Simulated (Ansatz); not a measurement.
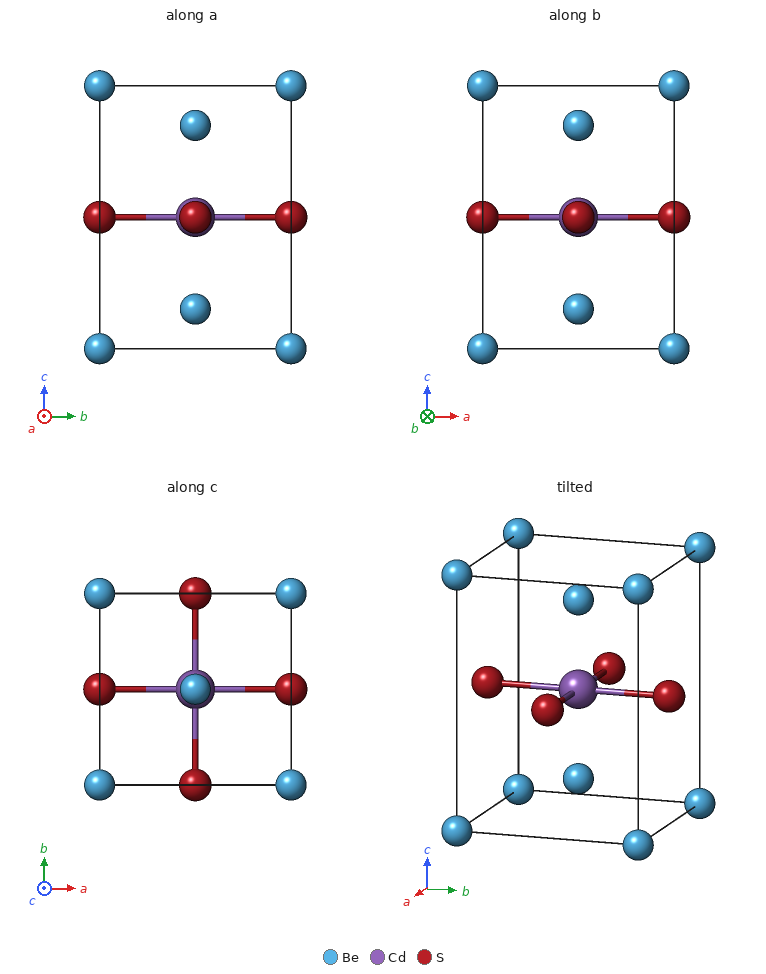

The image is a ball-and-stick drawing of a crystal, viewed along the a axis, along the b axis, along the c axis and slightly off an axis. The frame is the conventional unit cell; atoms at its boundary are shown with their periodic copies.

Lattice parameters: a = 4.909 Å, b = 4.909 Å, c = 6.742 Å, α = 90.00°, β = 90.00°, γ = 90.00°. Put a along x and b in the xy plane.

Question: Set out the cell and atoms as a POSCAR file, with free fractional coordinates to two decimals.

Answer:
```
Be Cd S
1.0
     4.909    0.000    0.000
     0.000    4.909    0.000
     0.000    0.000    6.742
Be Cd S
3 1 2
Direct
  0.50 0.50 0.85
  0.50 0.50 0.15
  0.00 0.00 0.00
  0.50 0.50 0.50
  0.50 0.00 0.50
  0.00 0.50 0.50
```

Its origin is a random cell made by a generator, so it need not be a real form of the compound. The geometry was optimised with DFT PBE, scalar-relativistic, plane waves, PAW (Ansatz).
